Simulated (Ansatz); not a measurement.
SiH$_{2}$O$_{2}$ and related structures: several calculations on one system

## 1. Relaxation

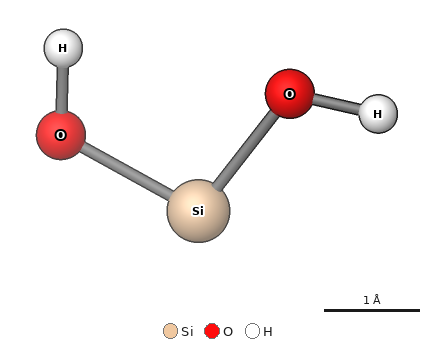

SiH₂O₂, before the relaxation. A ball-and-stick model, seen at a tilt.

It is one of the separated products of a reaction.

These are results of RKS PBE0-D4/def2-TZVP (Ansatz), not measurements.

The input:
```yaml
crystal:
  periodic: [false, false, false]
  atoms:
    - {symbol: Si, position_ang: [0.157141, 0.691858, 1.037633]}
    - {symbol: O, position_ang: [-0.137818, 1.628098, -0.293435]}
    - {symbol: O, position_ang: [1.751502, 0.318805, 0.724299]}
    - {symbol: H, position_ang: [0.603202, 1.745341, -0.898218]}
    - {symbol: H, position_ang: [2.186581, -0.232583, 1.378238]}
basis:
  gaussian: {orbitals: def2-TZVP}
hamiltonian: {xc: pbe0, dispersion: d4}
relax: {f_tol: 0.005, max_steps: 200}
```

> Predict the outcome.

The energy falls by 0.08 kcal/mol in 5 geometry steps. Largest force component: 0.33 eV/Å at the start, 0.00057 eV/Å at the end. H4 moves most after the best rigid fit: 0.028 Å. By element the largest moves are H 0.028 Å, O 0.013 Å, Si 0.013 Å. Near-neighbour distances that change, for instance: Si1–O2 1.654 → 1.642 Å, Si1–O3 1.667 → 1.663 Å.

Step by step:

| step | E − E(0), kcal/mol | largest force component, eV/Å |
| --- | --- | --- |
| 0 | 0.00 | 0.3338 |
| 1 | -0.04 | 0.1885 |
| 2 | -0.07 | 0.0429 |
| 3 | -0.07 | 0.0358 |
| 4 | -0.08 | 0.0083 |
| 5 | -0.08 | 0.0006 |

Final geometry:

```xyz
5

Si    0.1661    0.6943    1.0292
O    -0.1357    1.6247   -0.2896
O     1.7581    0.3158    0.7351
H     0.5858    1.7598   -0.9140
H     2.1863   -0.2430    1.3879
```

## 2. Relaxation

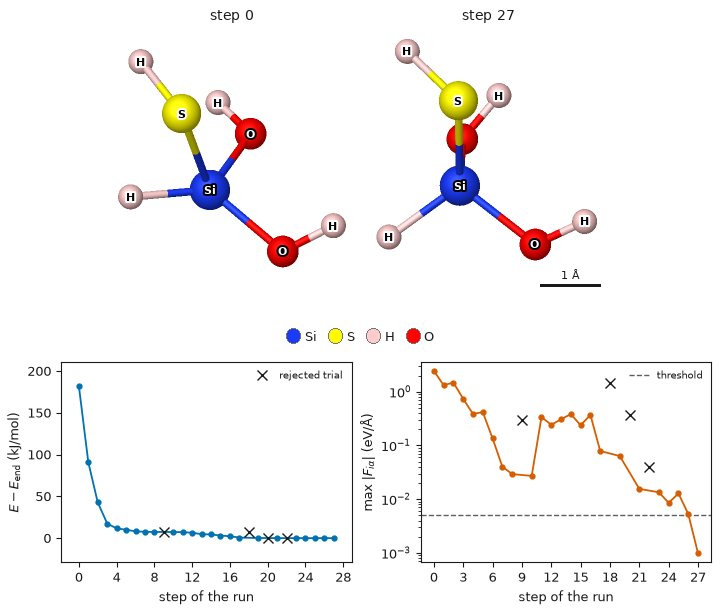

First and last geometry of a relaxation of SiH4SO2 (started from a transition state, displaced along its imaginary mode), with the history of the run. The picture is a ball-and-stick view, seen from a free direction.

These are results of Ansatz, RKS PBE0-D4/def2-TZVP, not measurements. Settings: force threshold 0.005 eV/Å; at most 200 steps.

What do the curves and the structures tell?

It converged. The atom that moves furthest after the best rigid fit is an H atom (0.80 Å). Largest moves by element: H 0.80 Å, O 0.76 Å, S 0.43 Å, Si 0.17 Å. Some distances before and after: S–Si 2.303 → 2.140 Å, H–Si 1.420 → 1.470 Å, O–Si 1.674 → 1.636 Å, H–S 1.360 → 1.343 Å. Among the angles between lasting bonds that change: S–Si–H 65.1° → 114.6°, H–Si–O 132.3° → 105.0°, H–Si–O 124.1° → 106.3°. After 23 accepted moves (27 points after the start) the energy has fallen by 182.0 kJ/mol. The largest force component goes from 2.4 to 0.00098 eV/Å. The line search rejected the trial steps at points 9, 18, 20, 22 of the run.

## 3. Reaction

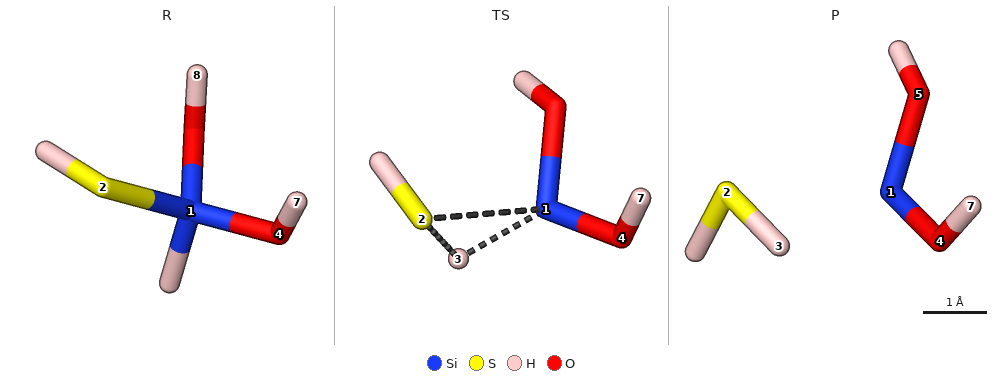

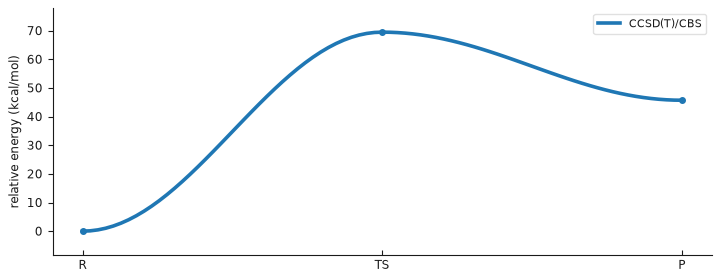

A reaction step of SiH$_{4}$SO$_{2}$, with its energy diagram. Style: stick. Shown from a free direction. Dashed sticks mark bonds that form or break.

Stationary points at PBE0-D4/def2-TZVP, single-point energies with CCSD(T)/CBS (def2-TZVPP where no basis is named; Ansatz 0.2.0). The energies are electronic, without zero-point or thermal terms, and both ends are the minima reached downhill from the saddle, with any fragments still in contact. CCSD(T)/CBS stands for a frozen-core estimate: MP2 correlation extrapolated from def2-TZVPP and def2-QZVPP, CCSD(T) minus MP2 from the smaller set.

**What happens, and what does it cost?**

Counted by bonded pieces, R holds SiH₄SO₂ and P holds H₂S + SiH₂O₂. From R over the saddle to P, a bond forms: H–S (3.06 → 1.72 → 1.34 Å). Bonds break: S–Si (2.14 → 2.56 → 3.23 Å), H–Si (1.47 → 1.61 → 3.18 Å). The saddle has one imaginary mode, 1001i cm⁻¹. With CCSD(T)/CBS the barrier is 69.5 kcal/mol from R and 23.8 kcal/mol from P, and P lies 45.7 kcal/mol above R.
